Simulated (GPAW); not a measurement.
# 1T-TaSeTe monolayer in an electric field, part 2 of 2

How does 1T-TaSeTe monolayer screen a perpendicular field?

GPAW 26.7.0; GPAW, PAW setups; layer in a repeated cell with vacuum, relaxation of atoms and in-plane cell (the session's first sound run).

So far. Step 9 (Field on): The dipole is now 0.0475 e Å, against -0.025 in the run without a field.

## (10) In a field

Level of this step: GPAW, PAW setups; slab in vacuum (GPAW).

run.py reads:

```python
import json
import numpy as np
from ase import Atoms
from gpaw import GPAW, PW
from gpaw.external import ConstantElectricField

slab = Atoms(
    ['Te', 'Ta', 'Se'],
    positions=[
        [1.79701, 1.03751, 9.00000],
        [-0.00000, 0.00000, 10.89724],
        [-0.00000, 2.07501, 12.48082]],
    cell=[[3.59402, -0.0, 0.0], [-1.79701, 3.11252, 0.0], [0.0, 0.0, 21.4808]],
    pbc=[True, True, False])

slab.calc = GPAW(mode=PW(400), xc='PBE', kpts={'size': (9, 9, 1), 'gamma': True},
                 occupations={'name': 'fermi-dirac', 'width': 0.05}, nbands='160%',
                 convergence={'density': 1e-05}, maxiter=200,
                 poissonsolver={'dipolelayer': 'xy'},
                 external=ConstantElectricField(0.3, [0, 0, 1]),
                 symmetry={'tolerance': 1e-3}, txt='slab.txt')
result = {}
energy = slab.get_potential_energy()
fermi = slab.calc.get_fermi_level()
v = slab.calc.get_electrostatic_potential().mean((0, 1)) - fermi
n = slab.calc.get_pseudo_density().mean((0, 1))
L = slab.cell[2, 2]
z = np.arange(len(v)) * L / len(v)
low, high = slab.positions[:, 2].min(), slab.positions[:, 2].max()
below, above = np.interp([low - 6.8, high + 6.8], z, v)
slopes = [np.interp(x, z, np.gradient(v, z)) for x in (low - 6.8, high + 6.8)]
eps = np.array([[slab.calc.get_eigenvalues(k, s) for k in range(len(slab.calc.get_ibz_k_points()))]
                for s in range(slab.calc.get_number_of_spins())]) - fermi
top, bottom = eps[eps < 0].max(), eps[eps > 0].min()
dipole = slab.get_dipole_moment()[2]
print(f'energy {energy:.4f} eV, Fermi level {fermi:.4f} eV, dipole {dipole:.5f} e A')
print(f'potential 6.8 A off the faces, from the Fermi level: lower {below:.4f} eV, upper {above:.4f} eV')
print(f'slope of the potential there: lower {slopes[0]:.5f}, upper {slopes[1]:.5f} eV/A')
print(f'nearest levels on the mesh: {top:.4f} and {bottom:.4f} eV')
print('magnetic moment', round(slab.get_magnetic_moment(), 3))
result.update(energy=energy, fermi=fermi, dipole=dipole, below=below, above=above, slopes=slopes, edges=[top, bottom],
              z=z.tolist(), v=v.tolist(), n=n.tolist(), positions=slab.positions.tolist(),
              forces=slab.get_forces(apply_constraint=False).tolist(), moments=slab.get_magnetic_moments().tolist())
json.dump(result, open('result.json', 'w'))
```

Command:

```console
OMP_NUM_THREADS=1 OPENBLAS_NUM_THREADS=1 python run.py
```

Log:

```text
energy -18.1726 eV, Fermi level -0.7305 eV, dipole 0.08397 e A
potential 6.8 A off the faces, from the Fermi level: lower 5.2163 eV, upper 3.8580 eV
slope of the potential there: lower 0.00004, upper -0.00004 eV/A
nearest levels on the mesh: -0.0070 and 0.0722 eV
magnetic moment 0.0
```

Run time: 1.9 min. Hardware: 1 thread of Arm Neoverse V1, shared host; peak memory 0.29 GiB.

Table of electrostatic potential energy of an electron (without an applied field's), less the Fermi level, planar mean by z:

| z (Å) | electrostatic potential energy of an electron (without an applied field's), less the Fermi level, planar mean (eV) |
| --- | --- |
| 0 | 4.54 |
| 2 | 5.22 |
| 4 | 5.22 |
| 6 | 5.20 |
| 8 | 1.26 |
| 10 | -4.13 |
| 12 | -8.53 |
| 14 | 3.43 |
| 16 | 3.86 |
| 18 | 3.86 |
| 20 | 3.86 |

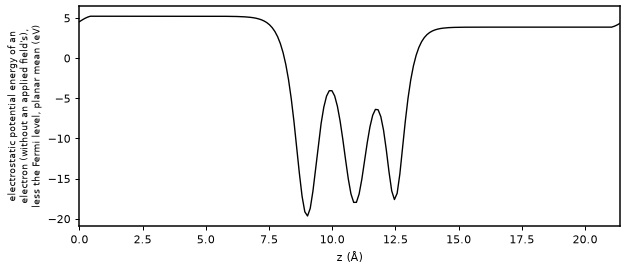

Electrostatic potential energy of an electron (without an applied field's), less the Fermi level, planar mean, plotted against z.

The dipole is now 0.0840 e Å, against -0.025 in the run without a field.

## (11) The series

The members are put on one axis.

This step: induced dipole against applied field (GPAW 26.7.0).

The dipole along the normal by field:

| field (V/Å) | dipole along the normal (e·Å) |
| --- | --- |
| -0.200 | -0.0979 |
| -0.100 | -0.0616 |
| -0.050 | -0.0434 |
| 0.000 | -0.0255 |
| 0.050 | -0.00706 |
| 0.100 | 0.0111 |
| 0.200 | 0.0475 |
| 0.300 | 0.0840 |

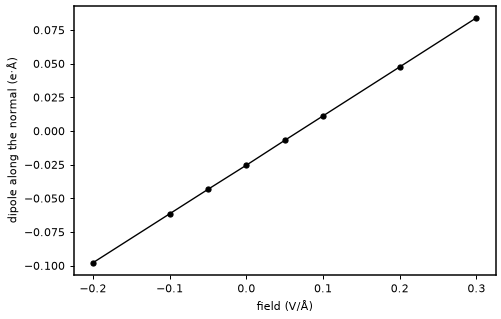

Dipole along the normal, plotted against field.

## (12) A changed run

One more run, with changed settings.

This step: GPAW, PAW setups; slab in vacuum (GPAW 26.7.0).

run.py: that of step 10 with these lines changed.

```diff
@@ -4,3 +4,2 @@
 from gpaw import GPAW, PW
-from gpaw.external import ConstantElectricField
 
@@ -13,3 +12,3 @@
     cell=[[3.59402, -0.0, 0.0], [-1.79701, 3.11252, 0.0], [0.0, 0.0, 21.4808]],
-    pbc=[True, True, False])
+    pbc=[True, True, True])
 
@@ -17,5 +16,4 @@
                  occupations={'name': 'fermi-dirac', 'width': 0.05}, nbands='160%',
-                 convergence={'density': 1e-05}, maxiter=200,
+                 convergence={'density': 1e-05}, maxiter=100,
                  poissonsolver={'dipolelayer': 'xy'},
-                 external=ConstantElectricField(0.3, [0, 0, 1]),
                  symmetry={'tolerance': 1e-3}, txt='slab.txt')
```

Log:

```text
AssertionError
```

Wall time 1.1 s (1 thread); peak memory 0.14 GiB.

The input was rejected at the start.

The fault put into the input: a dipole layer in a cell that repeats along the normal (pbc_z = true).

## (13) What came out

```yaml
work_function_upper_and_lower_face: 4.697 and 4.289 eV
dipole_along_the_normal: -0.0255 e Å
induced_dipole_per_field: 0.364 e Å per V/Å
out_of_plane_polarisability_per_area_alpha_eps_0_a: 5.88 Å
```

In words: The field induces 0.364 e Å per V/Å, a polarisable thickness α/(ε0 A) of 5.88 Å beside 3.48 Å between the outermost nuclei. A perfect conductor would give the distance between its two image planes; a dielectric of thickness t gives t(1 - 1/ε). The two faces differ by 0.41 eV, the step that the slab's dipole makes (e p/(ε0 A) gives 0.41 eV), so the dipole layer is needed. The induced dipole is linear in the field over this range. The starting lattice was a guess from atomic radii; the relaxation moved it by -6 %. The relaxation of atoms and cell ran in a fully periodic cell without the dipole layer, so the atoms of this polar layer felt a small spurious field. The cell holds an odd number of electrons, so without spin polarisation it must come out metallic and without a moment, whatever its true state. The layer's cell and atoms come from the relaxation; spin-orbit coupling and temperature are left out.

[Logs are printed without paths, hosts, clocks, repeated set-up lines and the standing remarks that a program may print on its own settings, such as how far it seeks lower states.]

[Hosts, paths, dates, database ids (printed as entryN), source tags and the programs' standing remarks are cut or masked in the printed files.]
